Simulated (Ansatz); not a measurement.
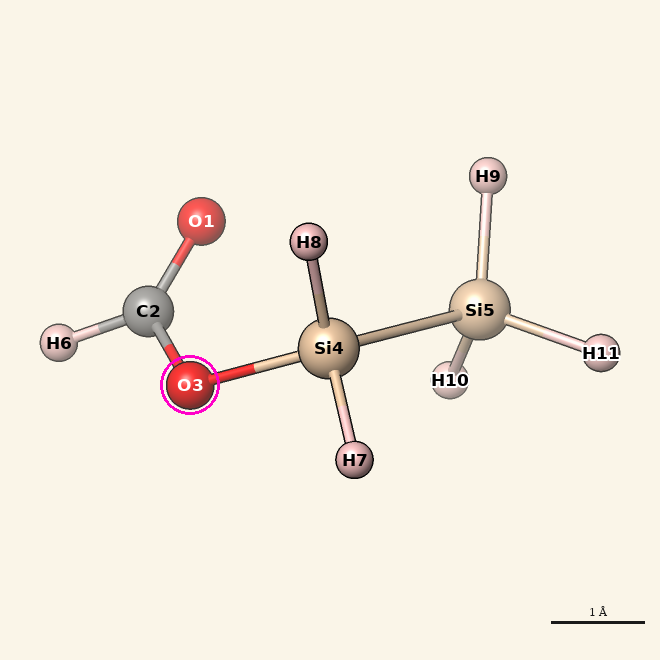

Orthographic view. Distant atoms are faded towards the background colour. The computed structure is the end point of a PBE0-D4/def2-TZVP optimisation. No frequency run is at hand to confirm it as a minimum.

> Which atoms are bonded to the circled atom?

The circled atom is O3; it is bonded to C2, Si4.

> Which two atoms are farthest apart in space?

H6 and H11, 5.96 Å.

> What is the shortest path along bonds from the circled atom to H9?

O3–Si4–Si5–H9, 3 bonds; through space the two are 4.13 Å apart.

> Of Si4 and Si5, which is nearer the viewer?

Si4; the bond to Si5 points away from the viewer, so it looks shorter than its 2.34 Å.
